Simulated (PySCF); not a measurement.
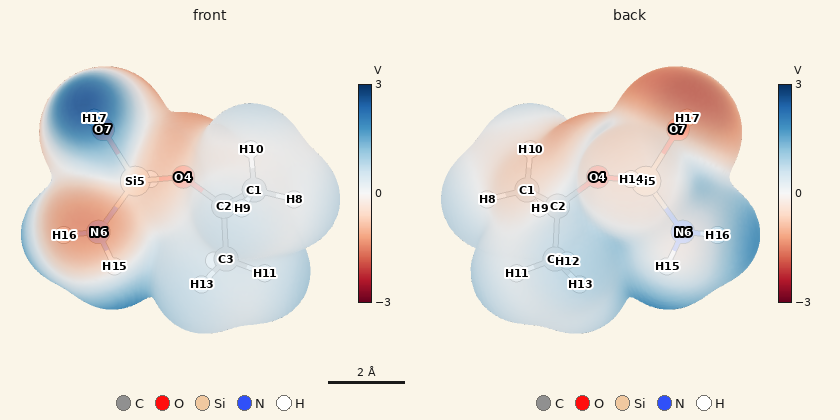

Figure. C3H10NO2Si (doublet). The molecular electrostatic potential painted on the density surface at 0.002 e/bohr³, seen from the front and from behind; the colour scale runs from red (negative) to blue (positive).

Geometry: GFN2-xTB.

The calculation used UKS B3LYP, pcH-1 on C H N O Si, non-relativistic, mean-field spin-orbit, GIAO in PySCF 2.14.0, density-fitted response routines.

```yaml
atoms:
  - { symbol: C, position_ang: [-1.9651, 1.4509, 0.1483] }
  - { symbol: C, position_ang: [-1.0784, 0.2547, 0.1458] }
  - { symbol: C, position_ang: [-1.3077, -0.8641, -0.8048] }
  - { symbol: O, position_ang: [0.1334, 0.4190, 0.7168] }
  - { symbol: Si, position_ang: [1.5017, -0.4509, 0.8088] }
  - { symbol: N, position_ang: [2.1540, -0.6359, -0.7824] }
  - { symbol: O, position_ang: [2.5366, 0.3934, 1.7218] }
  - { symbol: H, position_ang: [-3.0104, 1.1537, 0.2291] }
  - { symbol: H, position_ang: [-1.8610, 2.0391, -0.7724] }
  - { symbol: H, position_ang: [-1.7102, 2.0937, 0.9871] }
  - { symbol: H, position_ang: [-2.3746, -1.0253, -0.9421] }
  - { symbol: H, position_ang: [-0.8518, -1.7778, -0.4255] }
  - { symbol: H, position_ang: [-0.8699, -0.6599, -1.7918] }
  - { symbol: H, position_ang: [1.3283, -1.6690, 1.5916] }
  - { symbol: H, position_ang: [1.5786, -1.0336, -1.5065] }
  - { symbol: H, position_ang: [3.0934, -0.9893, -0.8637] }
  - { symbol: H, position_ang: [2.6961, 1.3134, 1.5298] }
```

Where is the surface potential most negative and most positive?

Answer. The most negative region (about −1.6 V) lies over O7, the most positive (about +2.3 V) over H17. O7 is the likeliest acceptor of a hydrogen bond.
